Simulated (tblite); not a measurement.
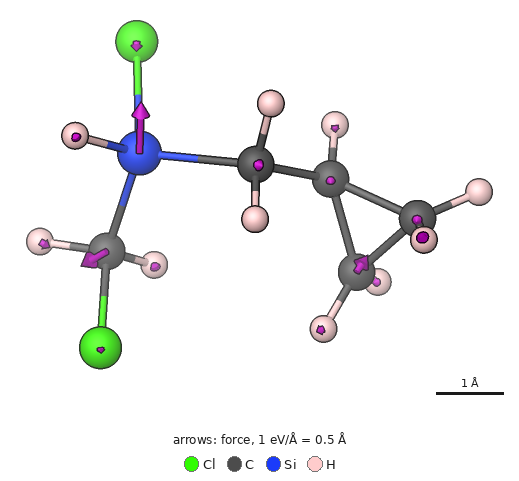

Starting geometry of C₅H₁₀Cl₂Si with the computed forces as purple arrows. Style: ball-and-stick. Shown at a tilt.

Computed with tblite, GFN2-xTB geometry optimisation, gas phase. 

Q: What follows when this structure is relaxed?

A: It isn't relaxed: the largest force vector, on the Si atom, is 1.71 eV/Å. The final displacements have little in common with the starting forces (cosine between the two patterns 0.18). An H atom moves most after the best rigid fit: 0.19 Å. Largest moves by element: H 0.19 Å, Cl 0.15 Å, C 0.12 Å, Si 0.07 Å. Near-neighbour distances that change, for instance: C–Si 1.853 → 1.916 Å, Cl–Si 2.053 → 2.023 Å, H–Si 1.477 → 1.462 Å, C–Si 1.890 → 1.906 Å. Bond angles that change, for instance: Cl–Si–H 106.1° → 109.1°, C–Si–C 112.4° → 109.5°, C–Si–H 112.0° → 109.2°. The energy falls by 0.096 eV in 72 geometry steps. The run took 0.59 s on 1 thread of Arm Neoverse V2, on a shared host.
